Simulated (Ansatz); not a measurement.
# CH3FO (SMILES OCF): HF/3-21G

Aim: the vertical ionisation energy of CH3FO at HF/3-21G, from 2 runs. 

The results are computed with Ansatz 0.2.0.

42 further runs of the same task are left out: 42 set aside as unsound or not needed. Runs told in other sessions of the task aren't counted.

**1. Starting point**

CH3FO has 6 atoms, charge 0, and is taken as a singlet. SMILES: `OCF`. The shape is that of a PBE0-D4/def2-TZVP optimisation. This is one conformer, not always the lowest.

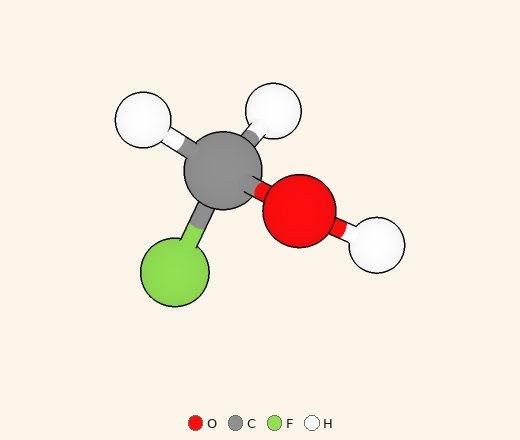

Viewed from a chosen angle; oxygen red, carbon grey, fluorine green, hydrogen white.

**2. A single-point energy at HF/3-21G**

File job.yaml:

```yaml
crystal:
  periodic: [false, false, false]
  atoms:
    - symbol: O
      position_ang: [-0.794000, -0.697200, -0.247400]
    - symbol: C
      position_ang: [0.250200, 0.049000, 0.230800]
    - symbol: F
      position_ang: [-0.094100, 1.383200, 0.323800]
    - symbol: H
      position_ang: [-0.928700, -0.495100, -1.178000]
    - symbol: H
      position_ang: [1.136800, 0.004900, -0.412500]
    - symbol: H
      position_ang: [0.472100, -0.308800, 1.237300]
basis:
  gaussian: {orbitals: 3-21G.json}
hamiltonian: {xc: hf}
accuracy: high
output: {orbitals: {seedname: orbitals}}
```

The basis set 3-21G is read from a file made from the Basis Set Exchange's data (not shown).

The run is started by

```console
ansatz run job.yaml --threads 1 --pin off --max-ram 2610MiB --events-out events.jsonl --progress --plain --runs-dir runs
```

Log:

```text
Warning: RAYON_NUM_THREADS=1 ignored (pool sized by the plan → 1); use --threads N
Functional definition: HF
  name "HF"
  exchange = exact_x
  correlation = 0
687 factors; integrals over basis functions are off by at most 9.1e-9 eV
mean field evaluation 1: about -5786.8479 eV, gradient 2.9e1 eV
mean field evaluation 2: about -5786.8436 eV, gradient 2.9e1 eV
mean field evaluation 4: about -5788.5811 eV, gradient 1.9e0 eV
mean field evaluation 8: about -5788.5950 eV, gradient 1.2e-1 eV
mean field -5788.59506530 eV, -212.7269449991 hartree, gradient 7.2e-8 eV, S^2 0.000000; 0 other end points of the search recorded, 0 dependent functions left out
reference -5788.59506530 eV, -212.7269449991 hartree; 13, 13 occupied and 20, 20 virtual orbitals, 687 factors
Total energy: -5788.59506530 eV, -212.7269449991 hartree
```

It took 0.16 s on 1 thread of Arm Neoverse V2, shared host.

**3. The doublet cation at the same level**

File run.yaml:

```yaml
crystal:
  periodic: [false, false, false]
  atoms:
    - {symbol: O, position_ang: [-0.794000, -0.697200, -0.247400]}
    - {symbol: C, position_ang: [0.250200, 0.049000, 0.230800]}
    - {symbol: F, position_ang: [-0.094100, 1.383200, 0.323800]}
    - {symbol: H, position_ang: [-0.928700, -0.495100, -1.178000]}
    - {symbol: H, position_ang: [1.136800, 0.004900, -0.412500]}
    - {symbol: H, position_ang: [0.472100, -0.308800, 1.237300]}
basis:
  gaussian:
    orbitals: 3-21G.json
accuracy: high
magnetization:
  spin_polarized: true
  initial_magnetization: 1
hamiltonian:
  xc: hf
output: {orbitals: {seedname: orbitals}}
total_charge: 1
```

The basis set 3-21G is read from a file made from the Basis Set Exchange's data (not shown).

The run is started by

```console
ansatz run run.yaml --threads 1 --pin off --max-ram 2610MiB --events-out events.jsonl --progress --plain --runs-dir runs
```

Log:

```text
Warning: RAYON_NUM_THREADS=1 ignored (pool sized by the plan → 1); use --threads N
Functional definition: HF
  name "HF"
  exchange = exact_x
  correlation = 0
687 factors; integrals over basis functions are off by at most 9.1e-9 eV
mean field evaluation 1: about -5771.7342 eV, gradient 3.5e1 eV
mean field evaluation 2: about -5771.7285 eV, gradient 3.5e1 eV
mean field evaluation 4: about -5776.1697 eV, gradient 2.7e0 eV
mean field evaluation 8: about -5775.9265 eV, gradient 3.1e0 eV
mean field evaluation 16: about -5777.7059 eV, gradient 1.9e-3 eV
mean field evaluation 32: about -5776.2263 eV, gradient 4.0e0 eV
mean field evaluation 64: about -5774.2525 eV, gradient 2.1e1 eV
mean field evaluation 96: about -5773.7621 eV, gradient 1.4e0 eV
mean field evaluation 128: about -5776.1859 eV, gradient 8.9e-3 eV
mean field -5777.70591330 eV, -212.3267760442 hartree, gradient 2.7e-8 eV, S^2 0.759238; 2 other end points of the search recorded, 0 dependent functions left out
reference -5777.70591330 eV, -212.3267760442 hartree; 13, 12 occupied and 20, 21 virtual orbitals, 687 factors
Total energy: -5777.70591330 eV, -212.3267760442 hartree
```

Wall time 0.56 s (1 thread of Arm Neoverse V2, shared host).

**4. Results**

At HF/3-21G:

| quantity | value |
| --- | --- |
| singlet CH3FO: total energy | -212.72694 Eh |
| singlet CH3FO: HOMO energy | -13.11 eV |
| singlet CH3FO: LUMO energy | 6.97 eV |
| singlet CH3FO: HOMO–LUMO gap | 20.09 eV |
| doublet cation: total energy | -212.32678 Eh |
| doublet cation: HOMO energy (highest over α and β) | -21.75 eV |
| doublet cation: LUMO energy (lowest over α and β) | -8.56 eV |
| doublet cation: ⟨S²⟩ | 0.759 |
| vertical ionisation energy (to the doublet cation) | 10.889 eV |

The vertical ionisation energy comes to 10.89 eV (251 kcal/mol). The negative HOMO energy of the first species, 13.11 eV, lies 2.22 eV above that difference.
